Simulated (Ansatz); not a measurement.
CH₅NSeSi

```xyz
9

N     0.5796    1.7649   -0.3834
C     0.1860    0.6307   -0.8068
Si    0.4374   -0.8915    0.2885
Se   -1.5964   -1.6054    1.0543
H     0.3506    2.5083   -1.0555
H    -0.3421    0.4955   -1.7756
H     1.3741   -0.5541    1.3954
H     0.9373   -2.0458   -0.5163
H    -1.8380   -0.3490    1.7826
```

Computed with RKS PBE0-D4/def2-SVP in Ansatz 0.2.0.

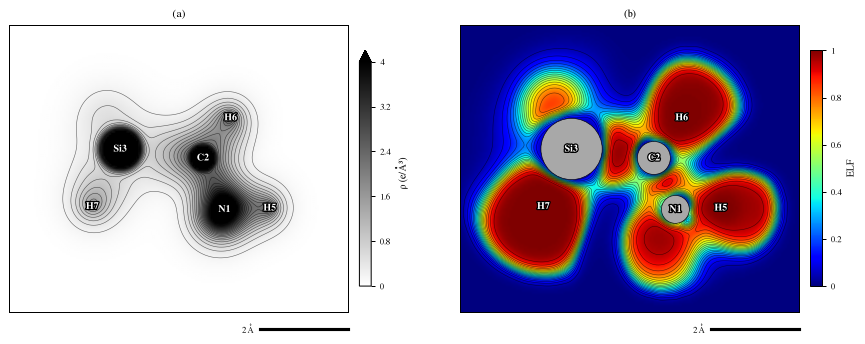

Figure 1. (a) total electron density; (b) electron localisation function on the plane of atoms N1, C2 and H6. Grey discs cover the atomic cores in the ELF map.

Q: Describe what can be read from this map.

A:
- The section cuts through N, C, Si and H sites.
- C–N (1.27 Å): ρ at the midpoint is about 2.8 e/Å³; the ELF peaks at about 0.90 between the atoms (localised, covalent bonding).
- C–Si (1.89 Å): ρ at the midpoint is about 0.96 e/Å³; the ELF peaks at about 1 between the atoms; a shared electron pair.
- N–H (1.03 Å): ρ is about 2.8 e/Å³ halfway; the ELF climbs to about 1 towards the hydrogen, as it does in any bond to H (an ordinary covalent bond to hydrogen).
- C–H (1.11 Å): ρ is about 1.9 e/Å³ halfway; the ELF climbs to about 1 towards the hydrogen; a covalent bond by its length.
- Si–H (1.49 Å): the density is about 0.78 e/Å³ at the midpoint; the ELF climbs to about 1 towards the hydrogen.
- The ELF also peaks beside N1, away from the bonds: lone-pair regions.

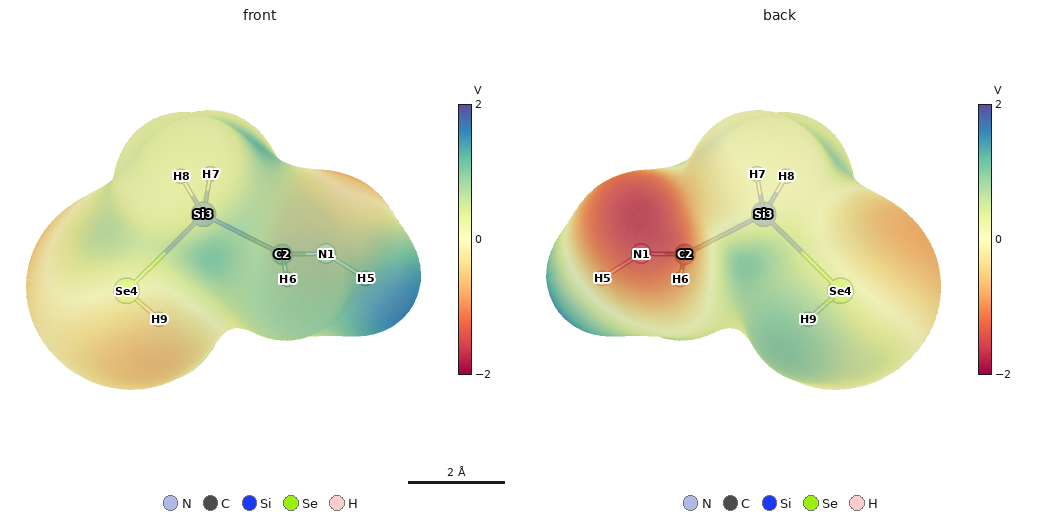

Figure 2. The molecular electrostatic potential painted on the density surface at 0.002 e/bohr³, seen from the front and from behind; the colour scale runs from red (negative) to blue (positive).

Q: Which sites attract a positive test charge, and which a negative one?

A: A positive charge is drawn to the negative regions and a negative charge to the positive ones. The most negative region (about −1.7 V) lies over N1, the most positive (about +1.6 V) over H5. N1 is the likeliest acceptor of a hydrogen bond.

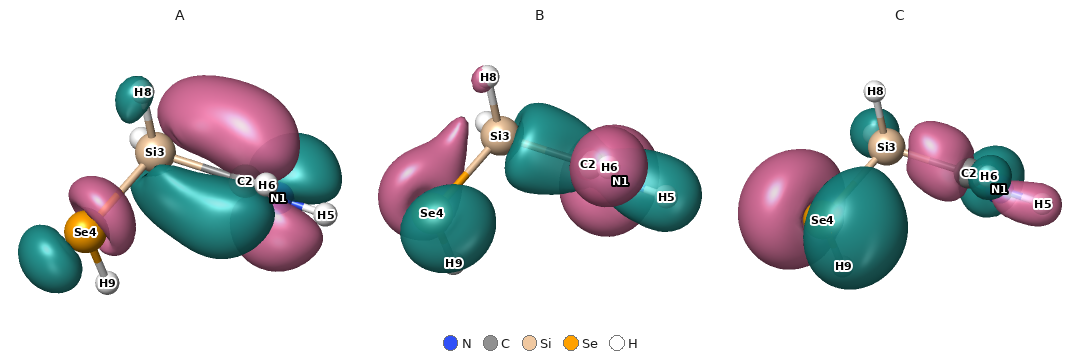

Figure 3. Three frontier orbitals at ±0.1 Å⁻³ᐟ² (teal and pink are the two phases), in no order.

Q: Which picture is the HOMO−1, the HOMO and the LUMO?

A: B is the HOMO−1 (−7.55 eV). By Hirshfeld shares it lies mainly on N1 (about 45 %), Se4 (about 20 %), C2 (about 10 %), Si3 (about 10 %) and H6 (about 5 %). C is the HOMO (−6.93 eV). By Hirshfeld shares it lies mainly on Se4 (about 70 %), N1 (about 10 %), Si3 (about 10 %) and C2 (about 5 %); largely a lone pair of Se4. A is the LUMO (−1.09 eV). It lies mainly on N1 (about 35 %), C2 (about 30 %), Si3 (about 15 %) and Se4 (about 10 %); π-antibonding (π*) across N1–C2.

Q: What is the HOMO–LUMO gap?

A: 5.84 eV between the orbital energies.
